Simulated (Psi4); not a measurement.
# SiClF2 (SMILES F[Si](F)Cl): levels of theory compared

Aim: a comparison of 5 runs (UB2PLYP/def2-SVP, UB3LYP/6-31G*, UMP2/6-31G**, USCS(N)-MP2/def2-SVP) of SiClF2. 

The results are computed with Psi4 1.11.

5 further runs of the same task are left out: 1 that didn't finish, 4 set aside as unsound or not needed.

## Step 1: Starting point

SiClF2 has 4 atoms, charge 0, and is taken as a doublet. SMILES: `F[Si](F)Cl`. Geometry: relaxed at PBE0-D4/def2-TZVP.

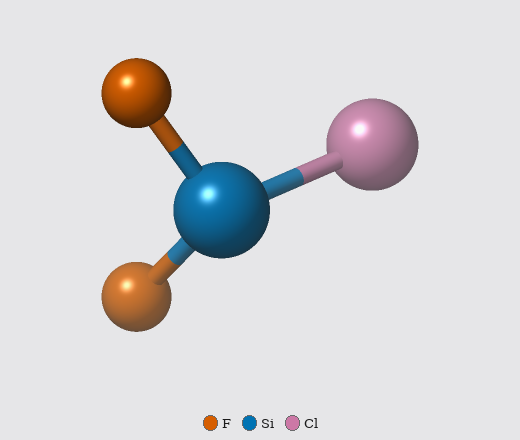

Viewed from a chosen angle; fluorine orange, silicon blue, chlorine pink.

## Step 2: The energy at UB2PLYP/def2-SVP (density fitting for correlation) (run 1)

Contents of input.dat:

```
memory 1600 mb

molecule m {
  0 2
  F      1.308200     0.129000     0.798000
  Si     0.221200    -0.316500    -0.265700
  F     -0.871800    -1.157400     0.514900
  Cl    -0.657600     1.344900    -1.047300
  symmetry c1
  no_reorient
  no_com
}

set globals {
  basis                def2-SVP
  reference            uks
  puream               true
  e_convergence        1e-09
  d_convergence        1e-08
  scf_type             pk
  dft_radial_points    99
  dft_spherical_points 590
  num_frozen_docc      12
  maxiter              200
}

result = energy("b2plyp")
```

The run is started by

```sh
psi4 input.dat output.dat -n 1
```

output.dat:

```text
[...]
  Running in c1 symmetry.
[...]
  Nuclear repulsion =  217.599299908054007
[...]
  Multiplicity = 2
[...]
  Nalpha       = 25
  Nbeta        = 24
[...]
    Number of basis functions: 64
[...]
   @UKS iter   1:  -948.41642530539968   -3.80236e-01   7.26595e-03 ADIIS/DIIS
[...]
   @UKS iter  12:  -948.49390757299614   -3.41061e-12   6.66019e-09 DIIS
[...]
   @S^2 Observed:                7.521827406E-01
[...]
    Orbital Energies [Eh]
    ---------------------
    Alpha Occupied:
       1A   -102.900759     2A    -67.354925     3A    -25.378761
       4A    -25.378687     5A     -9.936021     6A     -7.582194
       7A     -7.576014     8A     -7.575565     9A     -5.757996
      10A     -4.016702    11A     -4.014257    12A     -4.013699
      13A     -1.375914    14A     -1.355375    15A     -0.970445
      16A     -0.680139    17A     -0.613855    18A     -0.585369
      19A     -0.583781    20A     -0.551942    21A     -0.534392
      22A     -0.508618    23A     -0.422201    24A     -0.413518
      25A     -0.316414
    Alpha Virtual:
[...]
  @UKS Final Energy:  -948.49390757299614
   => Energetics <=
    Nuclear Repulsion Energy =            217.5992999080540073
    One-Electron Energy =               -1747.9079979950656707
    Two-Electron Energy =                 615.3316092305494749
    DFT Exchange-Correlation Energy =     -33.5168187165339333
    Empirical Dispersion Energy =           0.0000000000000000
    VV10 Nonlocal Energy =                  0.0000000000000000
    Total Energy =                       -948.4939075729961360
[...]
 Multipole Moments:
 ------------------------------------------------------------------------------------
     Multipole            Electronic (a.u.)      Nuclear  (a.u.)        Total (a.u.)
 ------------------------------------------------------------------------------------
 L = 1.  Multiply by 2.5417464519 to convert [e a0] to [Debye]
 Dipole X            :          8.0196826           -7.8514341            0.1682485
 Dipole Y            :        -17.5277930           17.3414497           -0.1863433
 Dipole Z            :         17.8940556          -18.3450833           -0.4510277
 Magnitude           :                                                    0.5161951
[...]
```

Wall time 7.2 s (1 thread of Intel Xeon 6975P-C (Granite Rapids), shared host); peak memory 0.55 GiB.

## Step 3: Energy and forces at UB3LYP/6-31G(d) (spherical functions) (run 2)

Contents of input.json:

```json
{
 "schema_name": "qcschema_input",
 "schema_version": 1,
 "molecule": {
  "schema_name": "qcschema_molecule",
  "schema_version": 2,
  "symbols": ["F", "Si", "F", "Cl"],
  "geometry": [2.47213972, 0.24377467, 1.50800145, 0.41800742, -0.59809832, -0.50210023, -1.64746324, -2.18716902, 0.97301998, -1.2426839, 2.54149267, -1.97911017],
  "molecular_charge": 0,
  "molecular_multiplicity": 2,
  "fix_symmetry": "c1"
 },
 "driver": "gradient",
 "model": {
  "method": "b3lyp",
  "basis": "6-31G*"
 },
 "keywords": {
  "reference": "uks",
  "puream": true,
  "e_convergence": 1e-09,
  "d_convergence": 1e-08,
  "scf_type": "pk",
  "dft_radial_points": 99,
  "dft_spherical_points": 590,
  "maxiter": 200,
  "scf_properties": ["WIBERG_LOWDIN_INDICES", "MULLIKEN_CHARGES", "LOWDIN_CHARGES"]
 }
}
```

The run is started by

```sh
psi4 --qcschema input.json -n 1 --memory 1600MB
```

stdout:

```text
[...]
  Running in c1 symmetry.
[...]
  Nuclear repulsion =  217.599299714538603
[...]
  Multiplicity = 2
[...]
  Nalpha       = 25
  Nbeta        = 24
[...]
    Number of basis functions: 64
[...]
   @UKS iter   1:  -949.38680164889695   -2.35410e-01   7.99690e-03 DIIS/ADIIS
[...]
   @UKS iter  12:  -949.47659783532947   -1.13687e-12   4.54103e-09 DIIS
[...]
   @S^2 Observed:                7.512685625E-01
[...]
  @UKS Final Energy:  -949.47659783532947
   => Energetics <=
    Nuclear Repulsion Energy =            217.5992997145386028
    One-Electron Energy =               -1748.6374947310685002
    Two-Electron Energy =                 638.2175104792968341
    DFT Exchange-Correlation Energy =     -56.6559132980963440
    Empirical Dispersion Energy =           0.0000000000000000
    VV10 Nonlocal Energy =                  0.0000000000000000
    Total Energy =                       -949.4765978353294713
[...]
 Multipole Moments:
 ------------------------------------------------------------------------------------
     Multipole            Electronic (a.u.)      Nuclear  (a.u.)        Total (a.u.)
 ------------------------------------------------------------------------------------
 L = 1.  Multiply by 2.5417464519 to convert [e a0] to [Debye]
 Dipole X            :          0.2293279           -0.0394346            0.1898932
 Dipole Y            :         -0.5027188            0.2454116           -0.2573072
 Dipole Z            :          0.5169995           -0.8120431           -0.2950436
 Magnitude           :                                                    0.4351059
[...]
  Mulliken Charges: (a.u.)
   Center  Symbol    Alpha    Beta     Spin     Total
       1     F     4.70402  4.65394  0.05008 -0.35796
       2    SI     6.94070  6.13835  0.80236  0.92095
       3     F     4.70399  4.65393  0.05006 -0.35792
       4    CL     8.65129  8.55378  0.09751 -0.20507
   Total alpha = 25.00000, Total beta = 24.00000, Total charge =  0.00000
  Lowdin Charges: (a.u.)
   Center  Symbol    Alpha    Beta     Spin     Total
       1     F     4.64564  4.58348  0.06216 -0.22912
       2    SI     7.09006  6.33471  0.75535  0.57523
[...]
  -Total Gradient:
     Atom            X                  Y                   Z
    ------   -----------------  -----------------  -----------------
       1       -0.010295699125    -0.004175157213    -0.009631162011
       2       -0.005332838404     0.006295416506     0.011768004236
       3        0.010296886200     0.007984663614    -0.007011270099
       4        0.005364473173    -0.010172394619     0.004929071477
[...]
```

The result, in JSON:

```text
{
 "driver": "gradient",
 "model": {
  "method": "b3lyp",
  "basis": "6-31G*"
 },
 "success": true,
 "return_result": [-0.010295699124543034, -0.004175157213466174, -0.009631162011032257, -0.005332838403516185, 0.006295416506162166, 0.011768004235838209, 0.010296886200018951, 0.0079846636139774, -0.007011270098712066, 0.005364473173376183, -0.010172394618700231, 0.004929071476674873],
 "properties": {
  "calcinfo_nbasis": 64,
  "calcinfo_nmo": 64,
  "calcinfo_nalpha": 25,
  "calcinfo_nbeta": 24,
  "calcinfo_natom": 4,
  "nuclear_repulsion_energy": 217.5992997145386,
  "return_energy": -949.4765978353295,
  "return_gradient": [-0.010295699124543034, -0.004175157213466174, -0.009631162011032257, -0.005332838403516185, 0.006295416506162166, 0.011768004235838209, 0.010296886200018951, 0.0079846636139774, -0.007011270098712066, 0.005364473173376183, -0.010172394618700231, 0.004929071476674873],
  "scf_one_electron_energy": -1748.6374947310685,
  "scf_two_electron_energy": 638.2175104792968,
  "scf_xc_energy": -56.655913298096344,
  "scf_dipole_moment": [0.18989323458661844, -0.257307208759884, -0.29504363116624877],
  "scf_total_energy": -949.4765978353295,
  "scf_total_gradient": [-0.010295699124543034, -0.004175157213466174, -0.009631162011032257, -0.005332838403516185, 0.006295416506162166, 0.011768004235838209, 0.010296886200018951, 0.0079846636139774, -0.007011270098712066, 0.005364473173376183, -0.010172394618700231, 0.004929071476674873],
  "scf_iterations": 12
 }
}
```

It took 9.9 s on 1 thread of Intel Xeon 6975P-C (Granite Rapids), shared host; peak memory 0.58 GiB.

## Step 4: A single-point energy at UMP2/6-31G(d,p) (spherical functions) (run 3)

Contents of clf2si.json:

```json
{
  "schema_name": "qcschema_input",
  "schema_version": 1,
  "molecule": {
    "schema_name": "qcschema_molecule",
    "schema_version": 2,
    "symbols": ["F", "Si", "F", "Cl"],
    "geometry": [2.47213972, 0.24377467, 1.50800145, 0.41800742, -0.59809832, -0.50210023, -1.64746324, -2.18716902, 0.97301998, -1.2426839, 2.54149267, -1.97911017],
    "molecular_charge": 0,
    "molecular_multiplicity": 2,
    "fix_symmetry": "c1",
    "fix_com": true,
    "fix_orientation": true
  },
  "driver": "energy",
  "model": {
    "method": "mp2",
    "basis": "6-31G**"
  },
  "keywords": {
    "reference": "uhf",
    "puream": true,
    "e_convergence": 1e-09,
    "d_convergence": 1e-08,
    "scf_type": "pk",
    "num_frozen_docc": 12,
    "mp2_type": "conv",
    "maxiter": 200
  }
}
```

The run is started by

```sh
psi4 --qcschema clf2si.json -n 1 --memory 1600MB
```

stdout:

```text
[...]
  Running in c1 symmetry.
[...]
  Nuclear repulsion =  217.599299714538603
[...]
  Multiplicity = 2
[...]
  Nalpha       = 25
  Nbeta        = 24
[...]
    Number of basis functions: 64
[...]
   @UHF iter   1:  -947.33406136619999   -6.58786e-01   6.40406e-03 DIIS/ADIIS
[...]
   @UHF iter  13:  -947.40631669924812   -1.02318e-12   6.44972e-09 DIIS
[...]
   @S^2 Observed:                7.531885885E-01
[...]
    Orbital Energies [Eh]
    ---------------------
    Alpha Occupied:
       1A   -104.835894     2A    -68.913067     3A    -26.322305
       4A    -26.322267     5A    -10.578158     6A     -8.048189
       7A     -8.043369     8A     -8.043021     9A     -6.261239
      10A     -4.370353    11A     -4.364483    12A     -4.363971
      13A     -1.634097    14A     -1.614491    15A     -1.134198
      16A     -0.816708    17A     -0.744699    18A     -0.718622
      19A     -0.712172    20A     -0.684609    21A     -0.664166
      22A     -0.607866    23A     -0.508206    24A     -0.497352
      25A     -0.401781
    Alpha Virtual:
[...]
  @UHF Final Energy:  -947.40631669924812
   => Energetics <=
    Nuclear Repulsion Energy =            217.5992997145386028
    One-Electron Energy =               -1748.2295780363906488
    Two-Electron Energy =                 583.2239616226039516
    Total Energy =                       -947.4063166992481229
  UHF NO Occupations:
  HONO-2 :   23  A 1.9998044
  HONO-1 :   24  A 1.9988712
[...]
 Multipole Moments:
 ------------------------------------------------------------------------------------
     Multipole            Electronic (a.u.)      Nuclear  (a.u.)        Total (a.u.)
 ------------------------------------------------------------------------------------
 L = 1.  Multiply by 2.5417464519 to convert [e a0] to [Debye]
 Dipole X            :          8.1324461           -7.8514341            0.2810120
 Dipole Y            :        -17.7199613           17.3414498           -0.3785115
 Dipole Z            :         17.8987349          -18.3450832           -0.4463483
 Magnitude           :                                                    0.6492038
[...]
	SCS-MP2 Total Energy (a.u.)        :  -947.91660951445840
	SOS-MP2 Total Energy (a.u.)        :  -947.86669763967404
	SCSN-MP2 Total Energy (a.u.)       :  -947.66985139810947
[...]
	SOS-PI-MP2 Total Energy (a.u.)     :  -947.94342779641170
[...]
	MP2 Total Energy (a.u.)            :  -947.93970310728946
[...]
```

The result, in JSON:

```text
{
 "driver": "energy",
 "model": {
  "method": "mp2",
  "basis": "6-31G**"
 },
 "success": true,
 "return_result": -947.9397031072895,
 "properties": {
  "calcinfo_nbasis": 64,
  "calcinfo_nmo": 64,
  "calcinfo_nalpha": 25,
  "calcinfo_nbeta": 24,
  "calcinfo_natom": 4,
  "nuclear_repulsion_energy": 217.5992997145386,
  "return_energy": -947.9397031072895,
  "scf_one_electron_energy": -1748.2295780363906,
  "scf_two_electron_energy": 583.223961622604,
  "scf_dipole_moment": [0.28101204548339, -0.3785115349245345, -0.4463483499872538],
  "scf_total_energy": -947.4063166992481,
  "scf_iterations": 13,
  "mp2_same_spin_correlation_energy": -0.1497356243530657,
  "mp2_opposite_spin_correlation_energy": -0.38365078368823274,
  "mp2_singles_energy": 0.0,
  "mp2_doubles_energy": -0.5333864080412984,
  "mp2_correlation_energy": -0.5333864080413377,
  "mp2_total_energy": -947.9397031072895
 }
}
```

Run time: 2.7 s. Hardware: 1 thread of Intel Xeon 6975P-C (Granite Rapids), shared host; peak memory 0.27 GiB.

Run 4 isn't shown in full; the table further down has it.

## Step 5: A single-point energy at USCS(N)-MP2/def2-SVP (DKH3, density fitting) (run 5)

Contents of input.dat:

```
memory 1600 mb

molecule {
  0 2
  F
  Si 1 r2
  F 2 r3 1 a3
  Cl 2 r4 3 a4 1 d4

  r2 = 1.58477
  r3 = 1.584644
  a3 = 106.956
  r4 = 2.035544
  a4 = 108.93432
  d4 = -117.58997
  symmetry c1
}

set basis def2-SVP
set reference uhf
set scf_type df
set freeze_core true
set relativistic dkh
set dkh_order 3

energy("scs(n)-mp2")
```

The run is started by

```sh
psi4 -n 1 input.dat output.dat
```

output.dat:

```text
[...]
  Running in c1 symmetry.
[...]
  Nuclear repulsion =  217.599315207148237
[...]
  Multiplicity = 2
[...]
  Nalpha       = 25
  Nbeta        = 24
[...]
    Number of basis functions: 64
[...]
   @DF-UHF iter   1:  -948.88807327964275   -6.35192e-01   6.50320e-03 DIIS/ADIIS
[...]
   @DF-UHF iter  13:  -948.96243460654614   -3.41061e-13   3.51439e-09 DIIS
[...]
   @S^2 Observed:                7.531743550E-01
[...]
    Orbital Energies [Eh]
    ---------------------
    Alpha Occupied:
       1A   -105.205453     2A    -69.088284     3A    -26.338458
       4A    -26.338407     5A    -10.658800     6A     -8.075557
       7A     -8.070732     8A     -8.070363     9A     -6.297619
      10A     -4.385065    11A     -4.379761    12A     -4.379047
      13A     -1.617439    14A     -1.596754    15A     -1.134921
      16A     -0.817525    17A     -0.747636    18A     -0.722111
      19A     -0.715642    20A     -0.688121    21A     -0.666872
      22A     -0.606327    23A     -0.507571    24A     -0.496825
      25A     -0.401753
    Alpha Virtual:
[...]
  @DF-UHF Final Energy:  -948.96243460654614
   => Energetics <=
    Nuclear Repulsion Energy =            217.5993152071482371
    One-Electron Energy =               -1749.7379080907919615
    Two-Electron Energy =                 583.1761582770975565
    Total Energy =                       -948.9624346065461395
  UHF NO Occupations:
  HONO-2 :   23  A 1.9998017
  HONO-1 :   24  A 1.9988704
[...]
 Multipole Moments:
 ------------------------------------------------------------------------------------
     Multipole            Electronic (a.u.)      Nuclear  (a.u.)        Total (a.u.)
 ------------------------------------------------------------------------------------
 L = 1.  Multiply by 2.5417464519 to convert [e a0] to [Debye]
 Dipole X            :         -0.4958829            0.0814684           -0.4144145
 Dipole Y            :         -0.3047285            0.6792972            0.3745686
 Dipole Z            :         -0.2254037            0.5031042            0.2777006
 Magnitude           :                                                    0.6238258
[...]
	SCS-MP2 Total Energy (a.u.)        :  -949.51197348959113
	SOS-MP2 Total Energy (a.u.)        :  -949.50018436019423
	SCSN-MP2 Total Energy (a.u.)       :  -949.24309034047405
[...]
	SOS-PI-MP2 Total Energy (a.u.)     :  -949.54154972585945
[...]
	MP2 Total Energy (a.u.)            :  -949.53555174838482
[...]
```

Run time: 2.5 s. Hardware: 1 thread of Intel Xeon 6975P-C (Granite Rapids), shared host; peak memory 0.27 GiB.

## Step 6: Overview of the runs

```
run                                                            level      task  fitting correlation  energy (Eh)  HOMO energy (eV)  LUMO energy (eV)   ⟨S²⟩  wall time
  1               UB2PLYP/def2-SVP (density fitting for correlation)    energy      density fitting  -948.680578             -8.61             -2.05  0.752      7.2 s
  2                              UB3LYP/6-31G* (spherical functions)  gradient                    –  -949.476598             -7.10             -3.78  0.751      9.9 s
  3                               UMP2/6-31G** (spherical functions)    energy                 none  -947.939703            -10.93              0.51  0.753      2.7 s
  4  USCS(N)-MP2/def2-SVP (DKH3, density fitting with cc-pvtz-jkfit)    energy                 none  -949.243191            -10.93              0.59  0.753      2.9 s
  5                     USCS(N)-MP2/def2-SVP (DKH3, density fitting)    energy                 none  -949.243090            -10.93              0.59  0.753      2.5 s
```

## Step 7: What came out

| quantity | value |
| --- | --- |
| run 5: total energy | -949.24309 Eh |
| run 5: HOMO energy (Hartree–Fock orbitals) (highest over α and β) | -10.93 eV |
| run 5: LUMO energy (Hartree–Fock orbitals) (lowest over α and β) | 0.59 eV |
| run 5: correlation energy (12 core orbitals frozen) | -280.7 mEh |
| run 5: ⟨S²⟩ of the reference determinant | 0.753 |

In words: Totals of different functionals can't be ranked against each other. Some runs of one species differ in core potentials or relativity; totals across that change don't compare. All runs together took 25 s, the longest 9.9 s.
